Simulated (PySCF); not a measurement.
NMR shielding calculation of C$_{4}$H$_{3}$N$_{3}$O

- system: C$_{4}$H$_{3}$N$_{3}$O
- method: GIAO PBE0/pcSseg-1 NMR shielding, non-relativistic, gas phase (PySCF 2.14.0)

The geometry comes from this level: GFN2-xTB. It belongs to a series of runs on one base structure; here: SCH3 replaced by CHO. Figures and captions count atoms from 1; the log counts them from 0 in places.

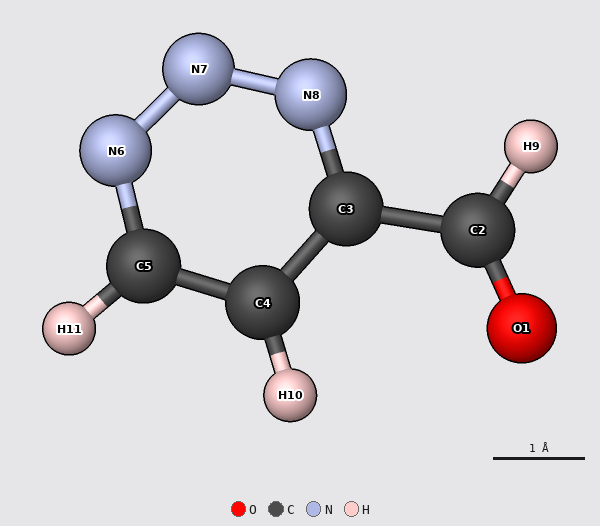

Figure 1. The structure as given in the input (ball-and-stick view, seen on its broad side; atoms are numbered from 1 in the order of the input). Bond lengths as drawn: C–C 1.39 to 1.49 Å, C–H 1.08 to 1.10 Å, C–N 1.33 Å, C–O 1.20 Å and N–N 1.29 Å.

**Summary**

| quantity | value |
| --- | --- |
| outcome | converged |
| total energy | −393.128603 hartree |
| HOMO | −7.60 eV |
| LUMO | −3.23 eV |
| dipole moment | 2.80 D |
| isotropic shielding, O | −391.2 ppm |
| isotropic shielding, C | −15.4 to 67.7 ppm |
| isotropic shielding, N | −273.0 to −175.7 ppm |
| isotropic shielding, H | 21.0 to 23.8 ppm |
| hardware | 1 CPU thread, shared host |
| wall time | 21 s |
| peak memory | 0.7 GiB |

**Input**
```
{"job": {"kind": "nmr", "xc": "PBE0", "basis": "pcSseg-1"}, "charge": 0, "multiplicity": 1}
O      2.448386    -1.238962     0.066073
C      2.010651    -0.127565    -0.044007
C      0.559490     0.192679    -0.039071
C     -0.421720    -0.789336     0.097425
C     -1.725642    -0.309961     0.080118
N     -1.975674     0.984658    -0.057258
N     -1.009627     1.832505    -0.178082
N      0.225623     1.477713    -0.172822
H      2.647371     0.765209    -0.160116
H     -0.164143    -1.830901     0.206974
H     -2.589290    -0.953369     0.174800
```

The first line tells a small driver script what to run in PySCF; the rest is the geometry in Å.

Launched with:
```bash
OMP_NUM_THREADS=1 python <driver script> task.json out
```

**The program's output**
```
coarse grid: 10480 points
cycle   1  E = -392.9522694095  dE =  1.713e+00  |g| = 7.887e-01  |ddm| = 3.485e+00
cycle   2  E = -392.5501375067  dE =  4.021e-01  |g| = 1.620e+00  |ddm| = 2.822e+00
cycle   3  E = -393.0713034868  dE = -5.212e-01  |g| = 1.279e-01  |ddm| = 2.216e+00
cycle   4  E = -393.0731029630  dE = -1.799e-03  |g| = 8.888e-02  |ddm| = 1.913e-01
cycle   5  E = -393.0747455154  dE = -1.643e-03  |g| = 2.519e-02  |ddm| = 8.874e-02
cycle   6  E = -393.0748635658  dE = -1.181e-04  |g| = 9.533e-03  |ddm| = 2.503e-02
cycle   7  E = -393.0748815555  dE = -1.799e-05  |g| = 1.981e-03  |ddm| = 7.874e-03
cycle   8  E = -393.0748822793  dE = -7.237e-07  |g| = 7.483e-04  |ddm| = 2.938e-03
final grid: 105136 points
cycle   9  E = -393.1285809713  dE = -1.423e-05  |g| = 1.062e-02  |ddm| = 3.324e-02
cycle  10  E = -393.1285191310  dE =  6.184e-05  |g| = 2.111e-02  |ddm| = 2.763e-02
cycle  11  E = -393.1286022204  dE = -8.309e-05  |g| = 1.687e-03  |ddm| = 1.942e-02
cycle  12  E = -393.1286028080  dE = -5.876e-07  |g| = 4.265e-04  |ddm| = 1.722e-03
cycle  13  E = -393.1286028460  dE = -3.801e-08  |g| = 1.761e-04  |ddm| = 5.346e-04
cycle  14  E = -393.1286028527  dE = -6.705e-09  |g| = 5.895e-05  |ddm| = 1.919e-04
cycle  15  E = -393.1286028535  dE = -7.506e-10  |g| = 1.196e-05  |ddm| = 5.628e-05
```

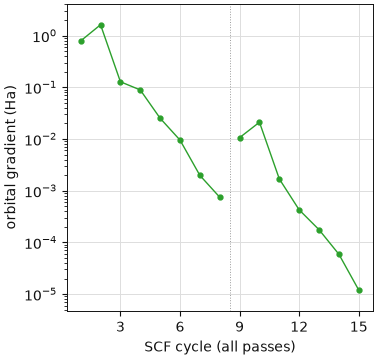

Figure 2. Convergence of the self-consistent field: orbital gradient against the SCF cycle. The dotted line marks the change from a coarse to the final integration grid. The first 8 cycles use a coarse grid, the final grid takes over at cycle 9, and the field converges after 15 cycles in all.

```
converged SCF energy = -393.1286028535

GIAO shielding tensors (ppm)
atom      isotropic    diamagn.    paramagn.     s11        s22        s33       span
  0 O     -391.209     399.328    -790.537  -1087.569   -487.063    401.004   1488.573
  1 C      -15.402     243.719    -259.121   -105.965    -22.480     82.239    188.203
  2 C       34.467     257.803    -223.336    -97.370     42.783    157.988    255.359
  3 C       67.657     256.431    -188.774    -44.634     50.128    197.477    242.110
  4 C       31.034     250.024    -218.990   -106.310     41.571    157.840    264.150
  5 N     -194.169     323.762    -517.932   -609.983   -228.871    256.346    866.328
  6 N     -272.959     310.719    -583.678   -774.860   -247.775    203.758    978.618
  7 N     -175.738     325.847    -501.586   -573.300   -198.538    244.623    817.923
  8 H       21.014      26.551      -5.536     19.563     21.589     21.890      2.326
  9 H       23.831      32.338      -8.507     20.337     23.281     27.876      7.539
 10 H       21.970      28.995      -7.025     18.475     19.177     28.258      9.783
```

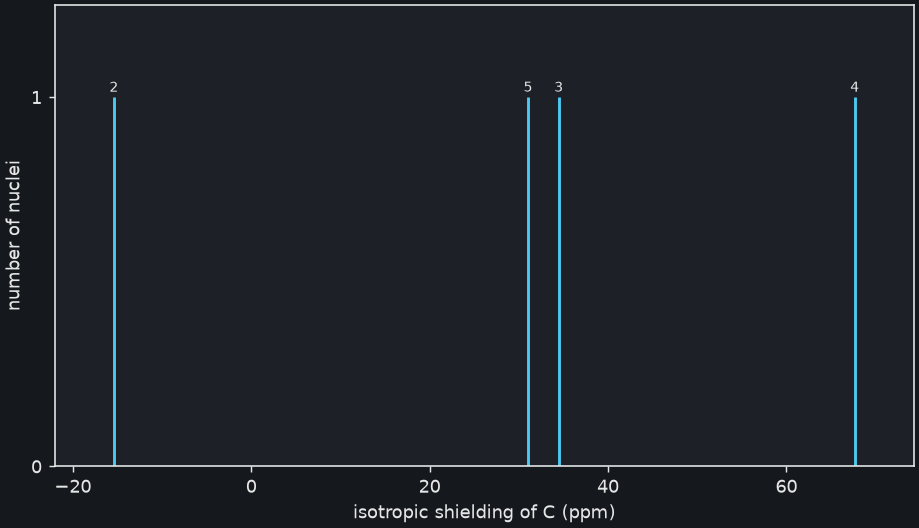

Figure 3. Isotropic shieldings of the carbon nuclei in this fixed geometry, labelled by atom number; shielding grows to the right, so chemical shift grows to the left. The least shielded is C2 (−15.4 ppm), the most shielded C4 (67.7 ppm).

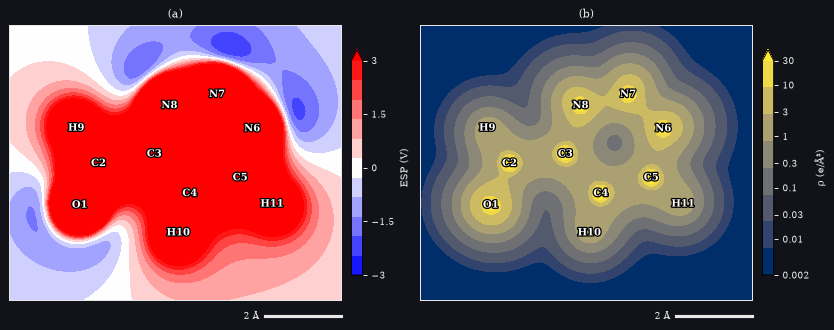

Figure 4. (a) electrostatic potential; (b) total electron density on the molecular plane. The plane passes through O, C, N and H nuclei. C–O (1.20 Å): ρ is about 3.4 e/Å³ halfway. C–N (1.33 Å): ρ at the midpoint is about 2.5 e/Å³. C–C (1.39 Å): ρ is about 2.1 e/Å³ halfway.

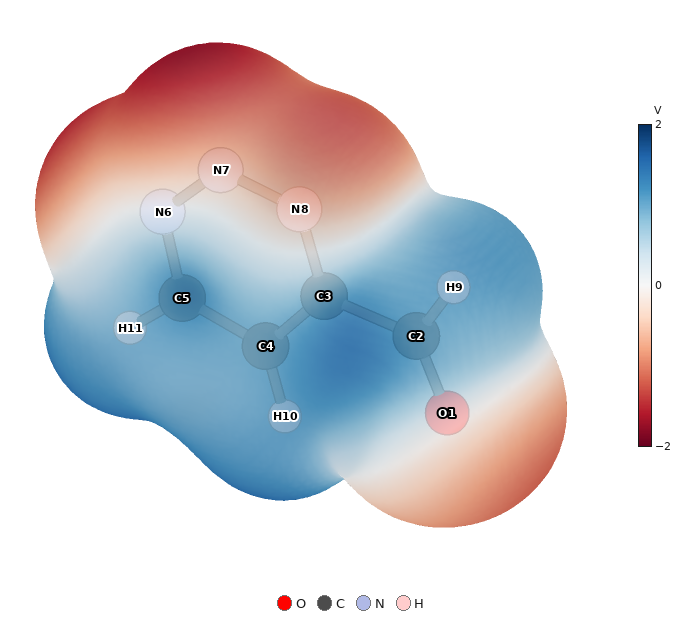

Figure 5. The electrostatic potential painted on the density surface at 0.002 e/bohr³, seen at a tilt; red is negative and blue positive. A positive charge is drawn to the negative regions and a negative charge to the positive ones.
